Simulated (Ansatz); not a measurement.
```xyz
8

C    -1.4202    0.6725    1.3627
Cl   -0.9169    2.0282    2.4195
Si   -1.1984    1.1602   -0.4532
H    -1.6233    0.0170   -1.3202
H     0.2363    1.4741   -0.7097
H    -2.0417    2.3529   -0.7519
H    -0.8100   -0.2044    1.6238
H    -2.4692    0.4356    1.5931
```

Geometry: PBE0-D3(BJ)/def2-SVP.

Level of theory: Ansatz 0.2.0, isolated molecule in a Gaussian basis; Kohn-Sham density functional theory, functional PBE0.

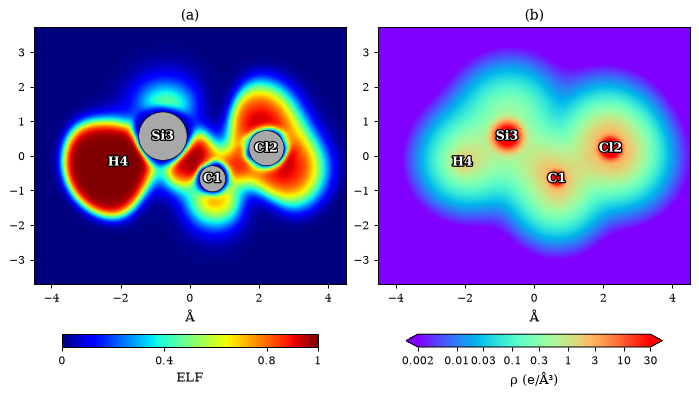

CH$_{5}$ClSi (SMILES [SiH3]CCl). (a) electron localisation function; (b) electron density on the plane of atoms Cl2, C1 and Si3. Grey discs cover the atomic cores in the ELF map.

Interpret the plot.

- The plane passes through C, Cl, Si and H nuclei.
- C–Cl (1.79 Å): ρ is about 1.3 e/Å³ halfway; the ELF peaks at about 0.85 between the atoms: localised, covalent bonding.
- C–Si (1.89 Å): ρ is about 0.95 e/Å³ halfway; the ELF peaks at about 0.95 between the atoms: localised, covalent bonding.
- Si–H (1.50 Å): ρ is about 0.79 e/Å³ halfway; the ELF climbs to about 1 towards the hydrogen, as it does in any bond to H.
- The ELF also peaks beside Cl2, away from the bonds: lone-pair regions.
